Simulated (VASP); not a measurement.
Given:

```yaml
crystal:
  lattice:
    - [1.11660, -1.93402, 0.00000]
    - [1.11660, 1.93402, 0.00000]
    - [0.00000, 0.00000, 3.50901]
  atoms:
    - { symbol: Be, position: [0.33333, 0.66667, 0.25000] }
    - { symbol: Be, position: [0.66667, 0.33333, 0.75000] }
```

These are LDA (Ceperley-Alder, Perdew-Zunger), VASP's LDA PAW potentials (set 64) (plane waves; VASP 6.6.1) values and carry that method's errors. Settings: 520 eV cut-off, 21×21×12 Γ-centred mesh, tetrahedra with Blöchl corrections, potentials Be.

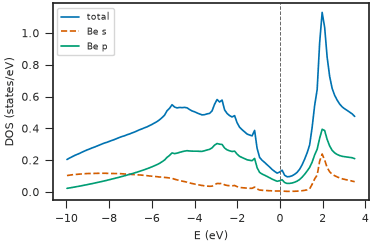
Fig. 1. Total and projected density of states, zero at the Fermi level

Within 2 eV below the Fermi level the largest weight inside VASP's projection spheres is Be p.

It has no gap at this level: it comes out as a metal or semimetal.

The compound is Be in the hcp structure. It was relaxed first, which changed the volume by -7 %.
